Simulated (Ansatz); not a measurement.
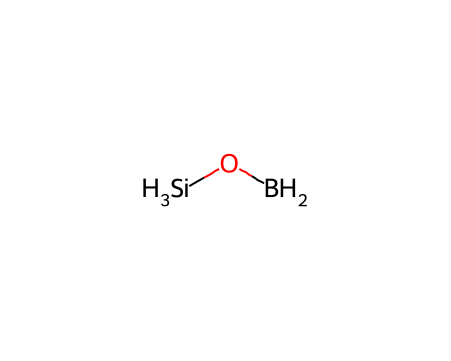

> Give its SMILES.

BO[SiH3]

> What is the molecular formula?

BH5OSi.

> An optimisation with PBE0-D4/def2-TZVP gave a structure of which point group?

Cs.

The parts below concern this one geometry. Atoms keep their numbers from picture to picture. Computed geometry: PBE0-D4/def2-TZVP optimisation.

Shape

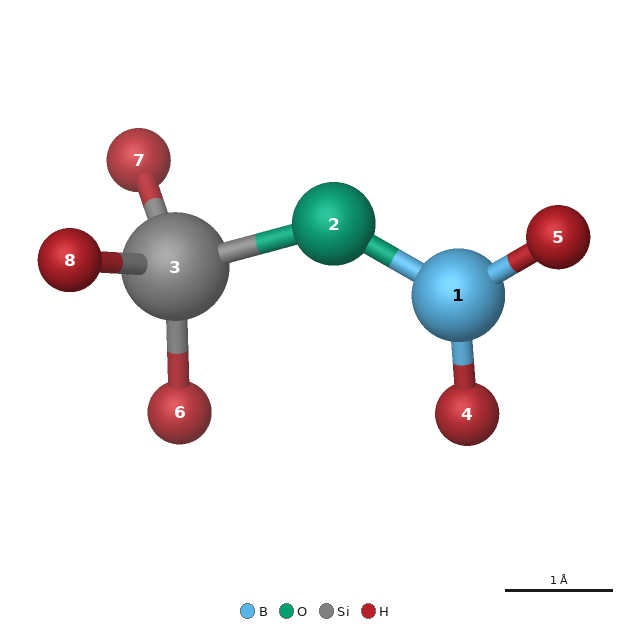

Atoms carry their numbers in the input.

Which atoms are bonded, and how long are the bonds?

| bond | length (Å) | order |
| --- | --- | --- |
| B1–O2 | 1.347 | single |
| B1–H4 | 1.204 | single |
| B1–H5 | 1.199 | single |
| O2–Si3 | 1.658 | single |
| Si3–H6 | 1.485 | single |
| Si3–H7 | 1.482 | single |
| Si3–H8 | 1.482 | single |

Vibrations

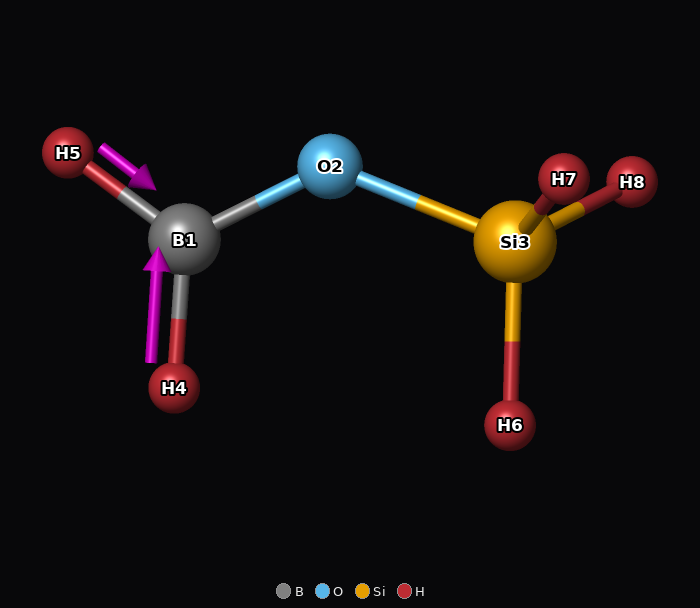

The arrows show one normal mode. Harmonic vibrations computed with RKS PBE0-D4/def2-TZVP (Ansatz 0.2.0) at a stationary point of the same level.

> Describe the motion.

Mostly in-phase stretching of 2 B–H bonds.

> Estimate its harmonic wavenumber.

2538 cm⁻¹; it is mode 17 of 18 counted from the lowest.

Electronic properties

Level of theory: RKS r2SCANh-D4/def2-TZVPP (Ansatz 0.2.0).

Predict the main results.

- HOMO energy (Kohn–Sham orbital): −7.89 eV
- LUMO energy (Kohn–Sham orbital): −0.91 eV
- HOMO–LUMO gap: 6.99 eV
- dispersion correction: −2.8 kJ/mol

Charges

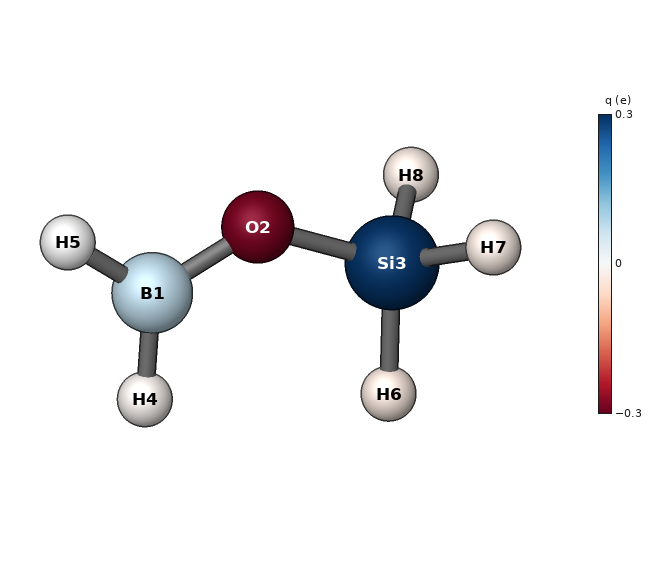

Atoms are coloured by their Mulliken charges. Level of theory: RKS PBE0-D4/def2-TZVP (Ansatz 0.2.0).

> Which atom carries the highest charge (most positive or least negative)?

Si3 (0.29 e).

> And the lowest?

O2 (−0.29 e).

Give the Mulliken charges atom by atom.

```json
{"atom": "B1", "value (e)": "0.08"}
{"atom": "O2", "value (e)": "−0.29"}
{"atom": "Si3", "value (e)": "0.29"}
{"atom": "H4", "value (e)": "−0.01"}
{"atom": "H5", "value (e)": "0.00"}
{"atom": "H6", "value (e)": "−0.03"}
{"atom": "H7", "value (e)": "−0.02"}
{"atom": "H8", "value (e)": "−0.02"}
```

Dipole moment

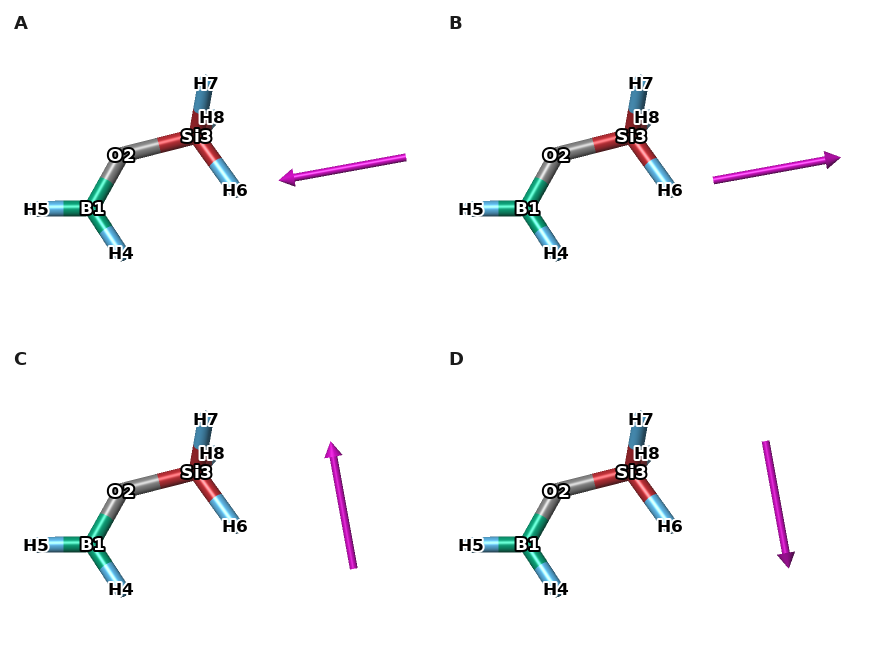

The same molecule four times, each with an arrow. Properties computed with RKS B3LYP-D4/def2-TZVPP (Ansatz 0.2.0).

> Which arrow points along the dipole moment, from the negative to the positive end?

B. The dipole moment is 0.99 D; it points from the side of H5 to the side of H6 (the outermost atoms at the two ends).

Mulliken values depend strongly on the basis set and can even reverse the polarity of a bond.
